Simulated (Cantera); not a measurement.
Input: 1 mol MgO, 7.5 mol CO, held at 7600 Pa.

These are equilibrium values from Cantera (NASA tables, ideal gas, pure condensed phases), not measurements of a reactor. Candidate condensed phases: C, Mg, MgCO3, MgO; 15 gas species. Rates play no part.

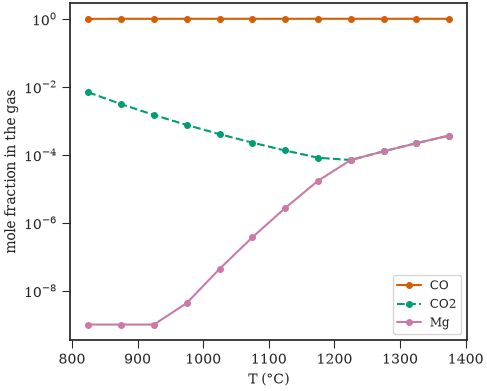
Figure: Equilibrium gas composition (values under 1e-9 drawn at 1e-9)

From 825 °C to 1125 °C the condensed part is C(graphite) + MgO(s). From 1175 °C to 1375 °C the condensed part is MgO(s).
